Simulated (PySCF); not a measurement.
**C3H6ClNSi: density, localisation and related maps**

```xyz
12

C    -1.6748    0.2722    0.1860
Si   -0.2464   -0.8015   -0.4455
Cl   -0.4860   -1.1980   -2.4187
C     1.3975    0.1874   -0.2854
C     1.6390    0.5669    1.0708
N     1.8074    0.8640    2.1627
H    -2.6249   -0.2505    0.1205
H    -1.5202    0.5516    1.2243
H    -1.7685    1.1899   -0.3911
H    -0.1201   -2.0657    0.2782
H     2.2412   -0.4109   -0.6340
H     1.3570    1.0940   -0.8938
```

Geometry: GFN2-xTB.

Level of theory: CAM-B3LYP/def2-SVPD, SCF density, gas phase (PySCF 2.14.0).

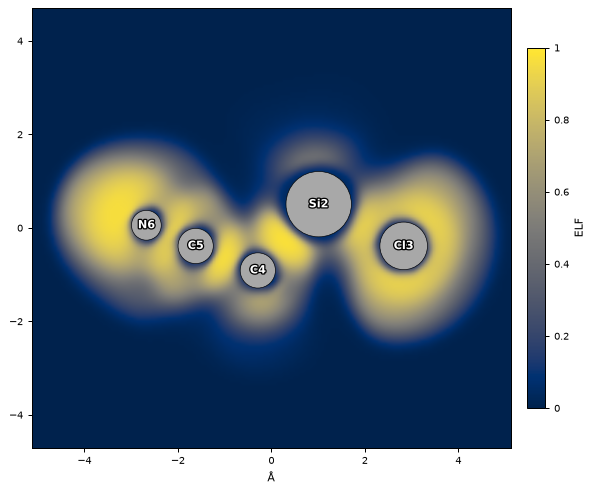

Figure 1. ELF on the plane of atoms Si2, C4 and C5. Grey discs cover the atomic cores.

Q: What does the map show?

A:
- Atoms in the plane: Si, Cl, C and N.
- C–N (1.14 Å): the ELF peaks at about 0.85 between the atoms: a multiple bond.
- C–C (1.43 Å): the ELF peaks at about 0.95 between the atoms (localised, covalent bonding).
- C–Si (1.93 Å): the ELF peaks at about 1 between the atoms; localised, covalent bonding.
- Si–Cl (2.03 Å): the ELF peaks at about 0.90 between the atoms: a polar covalent bond.
- The ELF also peaks beside Cl3 and N6, away from the bonds: lone-pair regions.

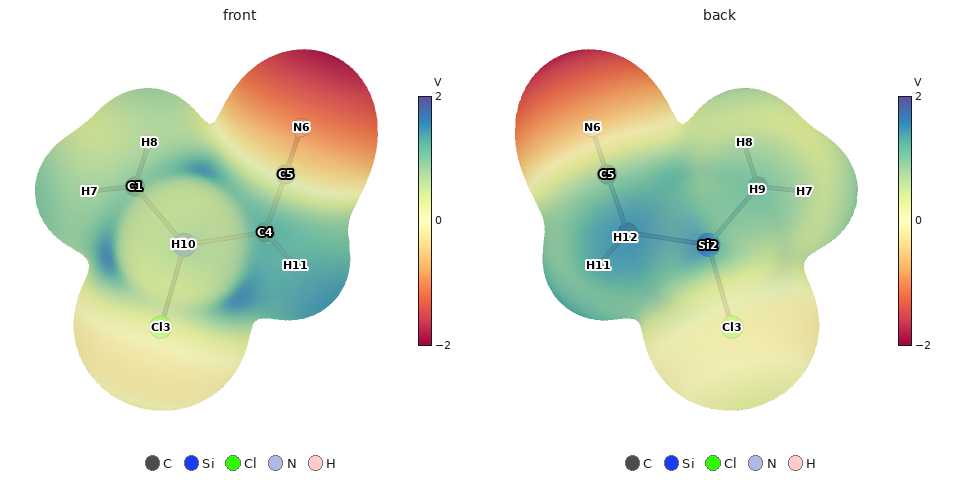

Figure 2. The electrostatic potential painted on the density surface at 0.002 e/bohr³, seen from the front and from behind; the colour scale runs from red (negative) to blue (positive).

Q: Which sites attract a positive test charge, and which a negative one?

A: A positive charge is drawn to the negative regions and a negative charge to the positive ones. The most negative region (about −1.8 V, or −42 kcal/mol for a unit charge) lies over N6, the most positive (about +1.6 V, or +37 kcal/mol for a unit charge) over Si2 and H12. N6 is the likeliest acceptor of a hydrogen bond.

Q: How polar is the molecule by this calculation?

A: Its dipole moment is 2.66 D.
